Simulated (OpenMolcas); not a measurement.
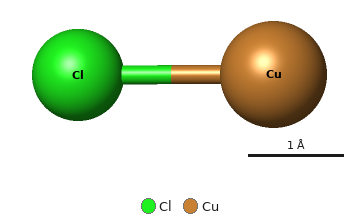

*The structure (ball-and-stick view, seen on its broad side). Sticks mark near contacts.*

Bond lengths as drawn: Cl–Cu 2.08 Å.

**Single-point calculation of CuCl**

CuCl, SMILES [Cl][Cu], computed with RI-MP2/aug-cc-pVTZ, RHF (OpenMolcas 26.06).

The geometry comes from this level: PBE0-D4/def2-TZVP.

**Output**
```
--- Start Module: gateway ---

                                              &GATEWAY

                       available to each process: 1.9 GB of memory, 1 thread

 Basis Set     1 Label: CL.AUG-CC-PVTZ
 Basis set is read from library:.
 basistype.tbl is not found

 Basis Set     2 Label: CU.AUG-CC-PVTZ
 Basis set is read from library:.
 basistype.tbl is not found

++    Symmetry information:
      ---------------------

                    Character Table for C1

                             E
                    a        1  x, y, xy, Rz, z, xz, Ry, yz, Rx, I
--

++    Basis set information:
      ----------------------

      Basis set label: CL.AUG-CC-PVTZ.........

      Electronic valence basis set:
      ------------------
      Associated Effective Charge  17.000000 au
      Associated Actual Charge     17.000000 au
      Nuclear Model: Point charge

      Shell  nPrim  nBasis  Cartesian Spherical Contaminant
         s      16       6        X
         p      10       5        X
         d       3       3                 X
         f       2       2                 X

      Basis set label: CU.AUG-CC-PVTZ.........

      Electronic valence basis set:
      ------------------
      Associated Effective Charge  29.000000 au
      Associated Actual Charge     29.000000 au
      Nuclear Model: Point charge

      Shell  nPrim  nBasis  Cartesian Spherical Contaminant
         s      21       8        X
         p      17       7        X
         d       9       5                 X
         f       3       3                 X
         g       2       2                 X
--

++    Molecular structure info:
      -------------------------

                    ************************************************
                    **** Cartesian Coordinates / bohr, angstrom ****
                    ************************************************

     Center  Label                x              y              z                     x              y              z
        1      CL1              1.697541      -0.652333       0.843574              0.898300      -0.345200       0.446400
        2      CU2             -1.641794       0.538572      -0.836015             -0.868800       0.285000      -0.442400
--

            Nuclear Potential Energy            125.66707726 au

--- Stop Module: gateway /rc=_RC_ALL_IS_WELL_ ---

--- Start Module: seward ---

                                              &SEWARD

                       available to each process: 1.9 GB of memory, 1 thread

               SEWARD will generate:
                  Multipole Moment integrals up to order  2
                  Kinetic Energy integrals
                  Nuclear Attraction integrals (point charge)
                  One-Electron Hamiltonian integrals
                  Velocity integrals
                  Orbital angular momentum around ( -0.4490   0.1132  -0.2361 )
                  Velocity quadrupole around ( -0.4490   0.1132  -0.2361 )
                  Cholesky decomposed two-electron repulsion integrals
                   - CD Threshold:   1.00E-04

                   Integrals are discarded if absolute value <: 1.00E-40
                   Integral cutoff threshold is set to       <: 1.00E-40

            Nuclear Potential Energy            125.66707726 au

      Basis set specifications :
      Symmetry species         a
      Basis functions          143

--- Stop Module: seward /rc=_RC_ALL_IS_WELL_ ---
--- Module seward spent 6 seconds ---

--- Start Module: scf ---

                                                &SCF

                       available to each process: 1.9 GB of memory, 1 thread

++    Input section:
      --------------

      Header of the integral files:

      Cartesian coordinates in angstrom:
      -----------------------------------------------------
      No.  Label        X            Y            Z
      -----------------------------------------------------
       1   CL1        0.89830000  -0.34520000   0.44640000
       2   CU2       -0.86880000   0.28500000  -0.44240000
      -----------------------------------------------------
      Nuclear repulsion energy =  125.66707726
--

++    Orbital specifications:
      -----------------------

      Symmetry species               1
                                     a
      Frozen orbitals                0
      Occupied orbitals             23
      Secondary orbitals           120
      Deleted orbitals               0
      Total number of orbitals     143
      Number of basis functions    143
--

      Molecular charge                           0.000

++    Optimization specifications:
      ----------------------------

      SCF Algorithm: LK-Cholesky
      LK screening threshold:                     4.50E-02
      Local-Exchange (LK) algorithm.
       - the density matrix is decomposed
      The actual AO density is used
      Number of density matrices in core                 5
      Maximum number of NDDO SCF iterations            400
      Maximum number of HF SCF iterations              400
      Threshold for SCF energy change             1.00E-09
      Threshold for density matrix                1.00E-04
      Threshold for Fock matrix                   1.50E-04
      Threshold for linear dependence             1.00E-09
      Threshold at which DIIS is turned on        1.50E-01
      Maximum depth in the DIIS procedure                5
      Maximum depth in the BFGS Hessian update          30
      Threshold at which QNR/C2DIIS is turned on  7.50E-02
      Threshold for Norm(delta) (QNR/C2DIIS)      1.00E-03
      All orbitals punched on: SCFORB
--

      Input vectors read from INPORB
      Orbital file label: *Guess orbitals

++ Convergence information
                                   SCF        iterations: Energy and convergence statistics

Iter     Tot. SCF        One-elec.       Two-elec.     Energy      Max Dij or  Max Fij      DNorm      TNorm      AccCon     Time
         Energy          Energy          Energy        Change      Delta Norm                                                in Sec.

 The total and one-electron energies are shifted by a value of      2000. a.u.

   1   -98.434204661 -1183.148894252   959.047612330   0.00E+00    1.30E-01*   5.30E-01*    9.72E+00   3.65E+02   None         0.
   2   -98.487549168 -1168.435315578   944.280689148  -5.33E-02*   8.24E-02*   8.41E-02*    9.48E+00   3.62E+02   EDIIS        0.
   3   -98.503381746 -1183.711762916   959.541303909  -1.58E-02*   4.76E-02*   3.86E-02*    9.49E+00   3.65E+02   c2DIIS       0.
   4   -98.542724619 -1176.653028245   952.443226365  -3.93E-02*   1.71E-02*   4.21E-03*    9.47E+00   3.64E+02   QNRc2DIIS    0.
   5   -98.543179952 -1176.880449756   952.670192543  -4.55E-04*   1.30E-02*   2.65E-03*    9.46E+00   3.64E+02   QNRc2DIIS    0.
   6   -98.543318693 -1176.476799769   952.266403815  -1.39E-04*   4.45E-03*   2.33E-03*    9.46E+00   3.64E+02   QNRc2DIIS    0.
   7   -98.543357599 -1176.716712637   952.506277777  -3.89E-05*   1.58E-03*   4.78E-04*    9.46E+00   3.64E+02   QNRc2DIIS    0.
   8   -98.543362661 -1176.673208686   952.462768764  -5.06E-06*   1.23E-03*   1.51E-04*    9.46E+00   3.64E+02   QNRc2DIIS    0.
   9   -98.543363683 -1176.668583454   952.458142510  -1.02E-06*   5.54E-04    5.41E-05     9.46E+00   3.64E+02   QNRc2DIIS    0.
  10   -98.543363817 -1176.666908388   952.456467310  -1.34E-07*   9.92E-05    2.76E-05     9.46E+00   3.64E+02   QNRc2DIIS    0.
  11   -98.543363829 -1176.668416923   952.457975834  -1.18E-08*   2.38E-05    6.02E-06     9.46E+00   3.64E+02   QNRc2DIIS    0.
  12   -98.543363830 -1176.668163506   952.457722415  -1.05E-09*   9.49E-06    1.94E-06     9.46E+00   3.64E+02   QNRc2DIIS    0.
  13   -98.543363830 -1176.668112682   952.457671592  -1.02E-10    1.87E-06    6.45E-07     9.46E+00   3.64E+02   QNRc2DIIS    0.

       Convergence after  13 Iterations
--

 *****************************************************************************************************************************
 *                                             SCF/KS-DFT Program, Final results                                             *
 *                                                       Final Results                                                       *
 *****************************************************************************************************************************

::    Total SCF energy                              -2098.5433638298
      One-electron energy                           -3176.6681126825
      Two-electron energy                             952.4576715916
      Nuclear repulsion energy                        125.6670772612
      Kinetic energy (interpolated)                  2098.5943821442
      Virial theorem                                    0.9999756893
      Total spin, S(S+1)                                0.0000000000
      Total spin, S                                     0.0000000000
      Max non-diagonal density matrix element           0.0000014725
      Max non-diagonal Fock matrix element              0.0000001852

      No orbitals printed

++    Molecular charges:
      ------------------

      Mulliken charges per centre
      ---------------------------

                CL1     CU2
      Total   17.6979 28.3021

      N-E     -0.6979  0.6979

      Total electronic charge=   46.000000

      Total            charge=   -0.000000
--

++    Molecular properties:
      ---------------------

      Charge (e):
                      =   -0.0000
      Dipole Moment (debye):
      Origin of the operator (angstrom)=   -0.2376    0.0599   -0.1249
                   X= -5.4722E+00               Y=  1.9516E+00               Z= -2.7523E+00           Total=  6.4288E+00
      Quadrupole Moment (debye*angstrom):
      Origin of the operator (angstrom)=   -0.2376    0.0599   -0.1249
                  XX= -2.4801E+01              XY= -3.4815E-02              XZ=  4.9078E-02              YY= -2.4886E+01
                  YZ= -1.7492E-02              ZZ= -2.4874E+01
      In traceless form (debye*angstrom)
                  XX=  7.9055E-02              XY= -5.2223E-02              XZ=  7.3616E-02              YY= -4.8420E-02
                  YZ= -2.6239E-02              ZZ= -3.0634E-02
--

--- Stop Module: scf /rc=_RC_ALL_IS_WELL_ ---
--- Module scf spent 5 seconds ---

--- Start Module: mbpt2 ---

                                               &MBPT2

                       available to each process: 1.9 GB of memory, 1 thread

WARNING!
Default frozen orbitals as non valence orbitals is overwritten by user input.
Default values:  11

      Cartesian coordinates in angstrom:
      -----------------------------------------------------
      No.  Label        X            Y            Z
      -----------------------------------------------------
       1   CL1        0.89830000  -0.34520000   0.44640000
       2   CU2       -0.86880000   0.28500000  -0.44240000
      -----------------------------------------------------
      Nuclear repulsion energy =  125.66707726

      Contents of RUNFILE file:
      -------------------------

      Symmetry species                           1
                                                 a
      Number of basis functions                143
      Frozen occupied orbitals                  10
      Active occupied orbitals                  13
      Active external orbitals                 120
      Deleted external orbitals                  0

      Reference numbers of frozen occupied orbitals according to the original input sequence
      symmetry species 1                        1  2  3  4  5  6  7  8  9 10

      Energies of the active occupied orbitals

      symmetry species 1                    -5.061104     -3.376792     -3.373377     -3.373374     -0.998998
                                            -0.550548     -0.550537     -0.548982     -0.540605     -0.540591
                                            -0.408518     -0.389519     -0.389505

      Energies of the active external orbitals

      symmetry species 1                    -0.017712      0.026863      0.026865      0.037634      0.045733
                                             0.099414      0.099438      0.132782      0.149907      0.160861
                                             0.160865      0.188653      0.188662      0.210812      0.241999
                                             0.242009      0.253107      0.321852      0.321859      0.340253
                                             0.422223      0.422228      0.460899      0.517737      0.517743
                                             0.528673      0.713465      0.713478      0.730026      0.730032
                                             0.793313      0.793322      0.806391      0.881373      0.987771
                                             0.992244      1.012132      1.012134      1.056046      1.056050
                                             1.185122      1.185136      1.237133      1.237134      1.241539
                                             1.241543      1.309077      1.402290      1.470918      1.470922
                                             1.657473      1.657479      1.818507      1.818512      1.924222
                                             2.101216      2.101222      2.237267      2.497720      2.497739
                                             2.524533      2.524541      2.545912      2.611257      2.611278
                                             2.725177      2.725258      2.827817      2.869959      2.870046
                                             3.132480      3.132487      3.165029      3.165060      3.223118
                                             3.261166      3.261184      3.662116      4.422257      4.783303
                                             4.783311      4.816907      4.816966      4.840824      4.840832
                                             5.014217      5.014223      5.021504      5.458647      6.393399
                                             6.514969      6.514978      6.515893      6.515906      6.526264
                                             6.526268      6.592662      6.592666      6.775602      8.705552
                                             8.705626      8.771179      8.771231      9.247886     14.908425
                                            14.908448     14.938104     14.938117     15.030290     15.030327
                                            15.087012     17.358460     17.358490     17.359393     17.359415
                                            17.366217     17.366229     17.396507     17.396529     17.450405

      ********************************************************************************************************
      *                                               Results                                                *
      ********************************************************************************************************

       SCF energy                           =    -2098.5433638298 a.u.
       Second-order correlation energy      =       -1.1282277456 a.u.
       ( Opposite-Spin contribution         =       -0.7609235281 )

       Total energy                         =    -2099.6715915753 a.u.

       Reference weight ( Cref**2 )         =        0.83157

::    Total MBPT2 energy                            -2099.6715915753

       Zeroth-order energy (E0)             =    -1146.0856922382 a.u.

       Shanks-type energy S1(E)             =    -2099.6729295953 a.u.

--- Stop Module: mbpt2 /rc=_RC_ALL_IS_WELL_ ---

.##################.
.# Happy landing! #.
.##################.

    Timing: Wall=12.20 User=11.38 System=0.79
```

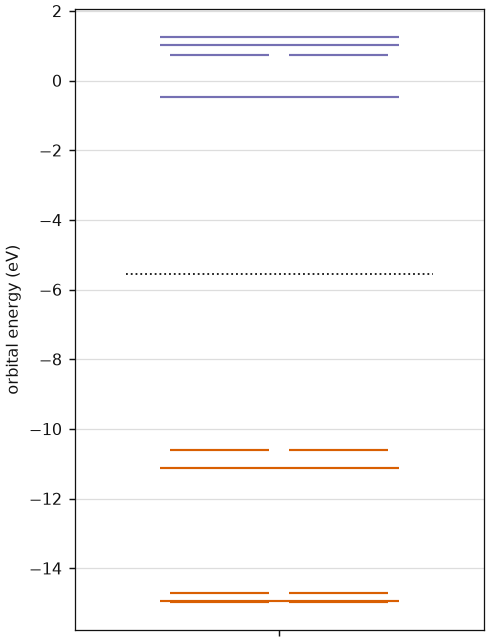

*Orbital energies near the frontier (SCF reference); the dotted line parts filled from empty levels, and levels within 0.02 eV of each other stand side by side.*

Highest filled −10.60 eV, lowest empty −0.48 eV, 10.12 eV apart.

This output came from the following input.

**The input**
```
&GATEWAY
BasLib=$CurrDir
Coord=struct.xyz
Basis=aug-cc-pVTZ
Group=NoSym
&SEWARD
Low
&SCF
PrOrbitals=0
&MBPT2
Frozen=10
```

**File struct.xyz**
```
2

Cl     0.898300    -0.345200     0.446400
Cu    -0.868800     0.285000    -0.442400
```

Command:
```bash
export MOLCAS_MEM=1860
pymolcas job.input > job.log
```

**Summary**

```tsv
quantity	value
outcome	converged
total energy	−2099.671592 hartree
SCF energy	−2098.543364 hartree
MP2 energy	−2099.671592 hartree
correlation energy	−1.128228 hartree
basis functions	143
HOMO of the SCF reference	−10.60 eV
LUMO of the SCF reference	−0.48 eV
hardware	1 thread of Arm Neoverse V1, 24 GiB of memory available, shared host
wall time	13 s
peak memory	0.15 GiB
```
